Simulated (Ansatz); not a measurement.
System: Y3AlN4.

Input file:

```
crystal:
  lattice:
    - [5.0914941655, 0.0, 0.0021149222]
    - [0.0, 3.7245020683, 0.0]
    - [0.0020358941, 0.0, 6.6103545762]
  atoms:
    - { symbol: Al, position: [0.0071816513, 0.0, 0.6576590009] }
    - { symbol: "Y", position: [0.0384515466, 0.5, 0.1656376139] }
    - { symbol: "Y", position: [0.5404165368, 0.5, 0.8245076104] }
    - { symbol: "Y", position: [0.5378036338, 0.0, 0.3501057742] }
    - { symbol: "N", position: [0.6421068087, 0.0, 0.6696512877] }
    - { symbol: "N", position: [0.578247466, 0.5, 0.1655559196] }
    - { symbol: "N", position: [0.0801294096, 0.5, 0.8013136061] }
    - { symbol: "N", position: [0.0756629471, 0.0, 0.3655691872] }
kpoints:
  mp_grid: { grid: [4, 4, 2] }
  band_path:
    path:
      - [0.0, 0.0, 0.0]
      - [0.0, -0.5, 0.0]
      - [0.0, -0.5, -0.5]
      - [0.0, 0.0, -0.5]
      - [-0.5, 0.0, -0.5]
      - [-0.5, -0.5, -0.5]
      - [-0.5, -0.5, 0.0]
      - [-0.5, 0.0, 0.0]
      - [0.0, -0.005208, 0.0]
    npoints: 1
hamiltonian:
  xc: pbe0
scf:
  occupations: { method: fixed }
  n_extra_bands: 6
output:
  forces: true
  stress: true
  eigenvalues: true
  write_density: true
  write_potential: true
  elf: true
  volumetric_format: npy
```

Run with:

```sh
ansatz run input.yaml --threads 4 --pin off --max-ram 6451MiB --backend cpu --events-out ev --progress --plain --runs-dir out
```

Below, planes, directions and counts refer to the conventional cell (a = 5.09 Å, b = 3.72 Å, c = 6.61 Å, α = 90.00°, β = 90.04°, γ = 90.00°).

Space group Pm; started from the ordered alloy on wurtzite lattice prototype, which need not be the ambient phase.

The calculation used DFT, PBE0, plane waves, PAW (Ansatz).

### What can the converged valence pseudo-density and electron localisation function tell about the bonding?

Al–N (1.96 Å): ρ is about 0.59 e/Å³ halfway; the ELF peaks at about 0.85 in the valence shell of N, 0.8 Å from its nucleus, and is about 0.85 at the midpoint.
Y–N (2.26 Å): the density is about 0.48 e/Å³ at the midpoint; the ELF peaks at about 0.80 in the valence shell of N, 0.6 Å from its nucleus, and drops to about 0.15 between the two atoms: a closed-shell, largely ionic contact.
Y–N (2.26 Å): ρ at the midpoint is about 0.48 e/Å³; the ELF peaks at about 0.80 in the valence shell of N, 0.6 Å from its nucleus, and drops to about 0.15 between the two atoms: a largely ionic contact.

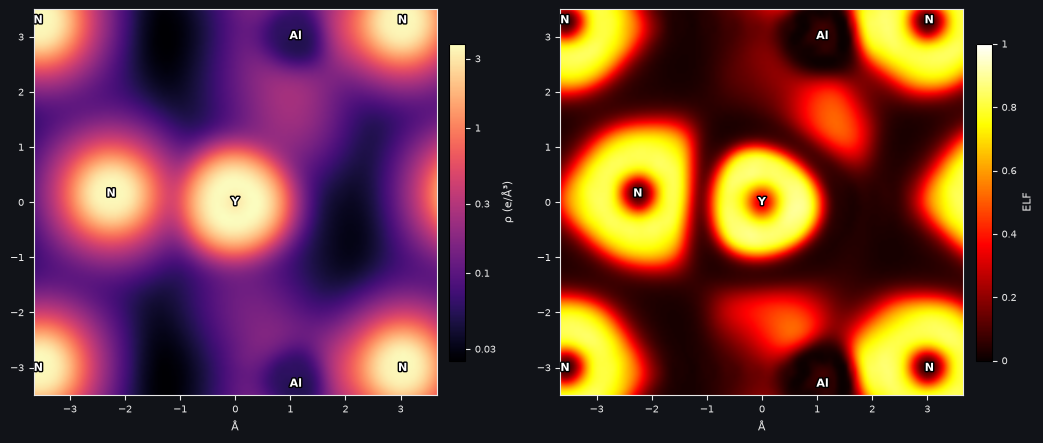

Computed valence pseudo-density and electron localisation function on the (11̄0) plane of the conventional cell, in this order. 

In a PAW calculation such maps are meaningful between the atoms, not at the nuclei.
